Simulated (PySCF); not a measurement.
C$_{3}$H$_{10}$O, SMILES `COC.C`.

Computed with PySCF, PBE/def2-SVPD, geometry: GFN2-xTB.

Geometry (Å), atoms numbered from 1:

```
C1      -1.3534   -1.1548   -0.0278
O2      -0.5475   -0.0125    0.1017
C3      -1.2684    1.1855   -0.0265
H4      -2.1282   -1.1851    0.7486
H5      -0.6962   -2.0150    0.0814
H6      -1.8400   -1.1885   -1.0108
H7      -2.0418    1.2689    0.7475
H8      -0.5514    1.9957    0.0880
H9      -1.7476    1.2576   -1.0110
C10      2.9110   -0.0218   -0.0132
H11      3.3216   -0.3635    0.9283
H12      1.8299   -0.0265    0.0401
H13      3.2384   -0.6799   -0.8078
H14      3.2606    0.9830   -0.2132
```

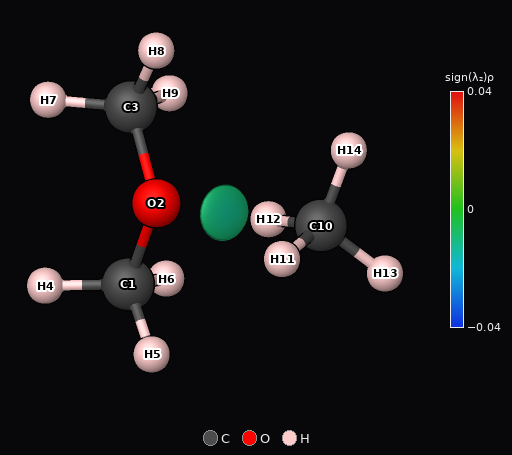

Non-covalent interaction surfaces between the fragments (reduced density gradient s = 0.6, coloured by sign(λ₂)ρ in a.u.; trimmed to the region between the fragments where ρ is under 0.06 a.u.). Fragment A: H6C2O (atoms 1–9); fragment B: H4C.

Question: Interpret the surfaces between the fragments.

Answer: Bond critical points between the fragments: O2···H12, weak C–H hydrogen bond, 2.38 Å, ρ = 0.011 a.u. It is weak and appears green, as weak hydrogen bonds do. The pose is a local one from a semi-empirical search, not shown to be the most stable.

Question: How strongly are they bound?

Answer: The counterpoise-corrected interaction energy of the frozen fragments is −0.4 kcal/mol without dispersion correction and −1.0 kcal/mol with D3(BJ). The pair geometry is semi-empirical, not a minimum at this level.
